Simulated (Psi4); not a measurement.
# C2F3Si (SMILES [C]#C[Si](F)(F)F) at UB2PLYP/cc-pVDZ (density fitting for correlation)

What is the vertical ionisation energy of C2F3Si at UB2PLYP/cc-pVDZ (density fitting for correlation)? 

The calculation is run with Psi4 1.11.

2 further runs of the same task are left out: 2 that didn't finish.

## Step 1: The system as given

C2F3Si has 6 atoms, charge 0, and is taken as a doublet. SMILES: `[C]#C[Si](F)(F)F`. The shape is that of a PBE0-D4/def2-TZVP optimisation.

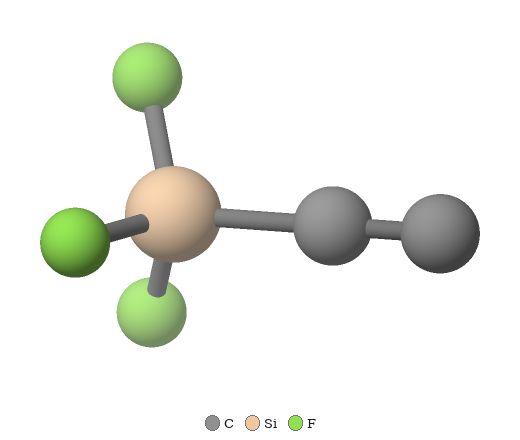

The structure, seen from a chosen angle (carbon grey, silicon light orange, fluorine green).

## Step 2: The energy at UB2PLYP/cc-pVDZ (density fitting for correlation)

Contents of c2f3si_ase.py:

```python
import numpy as np
from ase.calculators.psi4 import Psi4
from ase import Atoms

mol = Atoms(['C', 'C', 'Si', 'F', 'F', 'F'], positions=[
    [-0.330200, -2.361200, 0.703200],
    [-0.165800, -1.214800, 0.356500],
    [0.078600, 0.488400, -0.158600],
    [-1.011900, 0.906200, -1.204900],
    [1.491100, 0.664500, -0.816000],
    [-0.019800, 1.452900, 1.073600],
])
calc = Psi4(atoms=mol, method='b2plyp', basis='cc-pVDZ', memory='2200MB', num_threads=1, charge=0, multiplicity=2, label='psi4-calc', reference='uks')
calc.psi4.set_options({'puream': True, 'e_convergence': 1e-09, 'd_convergence': 1e-08, 'scf_type': 'pk', 'dft_radial_points': 99, 'dft_spherical_points': 590, 'num_frozen_docc': 10, 'maxiter': 100})
mol.calc = calc

print(f'energy: {mol.get_potential_energy():.6f} eV')
```

Launch:

```
$ python c2f3si_ase.py
```

psi4-calc.dat:

```text
[...]
  Running in c1 symmetry.
[...]
  Nuclear repulsion =  286.699050461002571
[...]
  Multiplicity = 2
[...]
  Nalpha       = 27
  Nbeta        = 26
[...]
    Number of basis functions: 88
[...]
   @UKS iter   1:  -664.37832715454067   -7.95114e-01   7.29399e-03 ADIIS/DIIS
[...]
   @UKS iter  14:  -664.54912487007061   -2.61480e-12   7.03529e-09 DIIS
[...]
   @S^2 Observed:                8.248955196E-01
[...]
    Orbital Energies [Eh]
    ---------------------
    Alpha Occupied:
       1A    -67.412044     2A    -25.397914     3A    -25.397902
       4A    -25.397890     5A    -10.735695     6A    -10.664221
       7A     -5.790255     8A     -4.046019     9A     -4.046018
      10A     -4.043653    11A     -1.421189    12A     -1.390641
      13A     -1.390615    14A     -0.926784    15A     -0.723979
      16A     -0.637485    17A     -0.626349    18A     -0.626338
      19A     -0.571109    20A     -0.571107    21A     -0.553777
      22A     -0.546279    23A     -0.546263    24A     -0.528691
      25A     -0.496748    26A     -0.398909    27A     -0.398909
    Alpha Virtual:
[...]
  @UKS Final Energy:  -664.54912487007061
   => Energetics <=
    Nuclear Repulsion Energy =            286.6990504610025710
    One-Electron Energy =               -1490.8321406654306429
    Two-Electron Energy =                 569.8332713432065475
    DFT Exchange-Correlation Energy =     -30.2493060088490608
    Empirical Dispersion Energy =           0.0000000000000000
    VV10 Nonlocal Energy =                  0.0000000000000000
    Total Energy =                       -664.5491248700706137
[...]
 Multipole Moments:
 ------------------------------------------------------------------------------------
     Multipole            Electronic (a.u.)      Nuclear  (a.u.)        Total (a.u.)
 ------------------------------------------------------------------------------------
 L = 1.  Multiply by 2.5417464519 to convert [e a0] to [Debye]
 Dipole X            :          0.2160416           -0.3034592           -0.0874175
 Dipole Y            :          1.5053775           -2.1150673           -0.6096898
 Dipole Z            :         -0.4551571            0.6397464            0.1845893
 Magnitude           :                                                    0.6429905
[...]
```

On the terminal:

```text
energy: -18090.932391 eV
```

It took 16 s on 1 thread of Intel Xeon 6975P-C (Granite Rapids), shared host; peak memory 1.1 GiB.

## Step 3: The singlet cation, same level

Contents of c2f3si.xyz:

```xyz
6
C2F3Si
C     -0.330200    -2.361200     0.703200
C     -0.165800    -1.214800     0.356500
Si     0.078600     0.488400    -0.158600
F     -1.011900     0.906200    -1.204900
F      1.491100     0.664500    -0.816000
F     -0.019800     1.452900     1.073600
```

Contents of run.py:

```python
import psi4

psi4.set_memory('2200 MB')
psi4.set_num_threads(1)
psi4.set_output_file('psi4.out', False)

with open('c2f3si.xyz') as f:
    atoms = ''.join(f.readlines()[2:])
mol = psi4.geometry('1 1\n' + atoms + 'symmetry c1\nno_reorient\nno_com')

options = {'basis': 'cc-pVDZ', 'puream': True, 'e_convergence': 1e-09, 'd_convergence': 1e-08, 'scf_type': 'pk', 'dft_radial_points': 99, 'dft_spherical_points': 590, 'num_frozen_docc': 10}
psi4.set_options(options)

energy_value = psi4.energy('b2plyp')
print(f'total energy {energy_value:.8f} hartree = {energy_value * 27.211386:.5f} eV')
```

Launch:

```
$ python run.py
```

psi4.out:

```text
[...]
  Running in c1 symmetry.
[...]
  Nuclear repulsion =  286.699050461002571
[...]
  Multiplicity = 1
[...]
  Nalpha       = 26
  Nbeta        = 26
[...]
    Number of basis functions: 88
[...]
   @RKS iter   1:  -663.73257300689227   -1.49360e-01   8.36219e-03 ADIIS/DIIS
[...]
   @RKS iter  16:  -664.00527003389709    7.38964e-12   2.17975e-09 DIIS
[...]
    Orbital Energies [Eh]
    ---------------------
    Doubly Occupied:
       1A    -67.638096     2A    -25.593034     3A    -25.593026
       4A    -25.593009     5A    -11.135598     6A    -11.034229
       7A     -6.015482     8A     -4.270617     9A     -4.270511
      10A     -4.270510    11A     -1.611774    12A     -1.580457
      13A     -1.580431    14A     -1.244323    15A     -0.961399
      16A     -0.852016    17A     -0.814146    18A     -0.814136
      19A     -0.757371    20A     -0.757368    21A     -0.748516
      22A     -0.738158    23A     -0.738145    24A     -0.714457
      25A     -0.710090    26A     -0.710086
[...]
  @RKS Final Energy:  -664.00527003389709
   => Energetics <=
    Nuclear Repulsion Energy =            286.6990504610025710
    One-Electron Energy =               -1478.3517555680232363
    Two-Electron Energy =                 557.6909029460905458
    DFT Exchange-Correlation Energy =     -30.0434678729670246
    Empirical Dispersion Energy =           0.0000000000000000
    VV10 Nonlocal Energy =                  0.0000000000000000
    Total Energy =                       -664.0052700338970908
[...]
 Multipole Moments:
 ------------------------------------------------------------------------------------
     Multipole            Electronic (a.u.)      Nuclear  (a.u.)        Total (a.u.)
 ------------------------------------------------------------------------------------
 L = 1.  Multiply by 2.5417464519 to convert [e a0] to [Debye]
 Dipole X            :         -4.7452947            4.2688913           -0.4764034
 Dipole Y            :        -27.2329590           23.7992108           -3.4337482
 Dipole Z            :          9.3099981           -8.2919293            1.0180688
 Magnitude           :                                                    3.6130390
[...]
```

On the terminal:

```text
total energy -664.30571354 hartree = -18076.67919 eV
```

Run time: 12 s. Hardware: 1 thread of Intel Xeon 6975P-C (Granite Rapids), shared host; peak memory 1.1 GiB.

## Step 4: Outcome

At UB2PLYP/cc-pVDZ (density fitting for correlation), 10 core orbitals frozen:

```
                                                                quantity          value
                                            doublet C2F3Si: total energy  -664.82951 Eh
doublet C2F3Si: HOMO energy (SCF part's orbitals) (highest over α and β)      -10.40 eV
 doublet C2F3Si: LUMO energy (SCF part's orbitals) (lowest over α and β)       -3.62 eV
                                                    doublet C2F3Si: ⟨S²⟩          0.825
                                            singlet cation: total energy  -664.30571 Eh
                       singlet cation: HOMO energy (SCF part's orbitals)      -19.32 eV
                       singlet cation: LUMO energy (SCF part's orbitals)      -15.36 eV
                     singlet cation: HOMO–LUMO gap (SCF part's orbitals)        3.96 eV
                      vertical ionisation energy (to the singlet cation)      14.253 eV
```

**Reading.** Removing an electron at fixed nuclei costs 14.25 eV (329 kcal/mol). Only the singlet of the ionised species was computed; a triplet could lie lower.
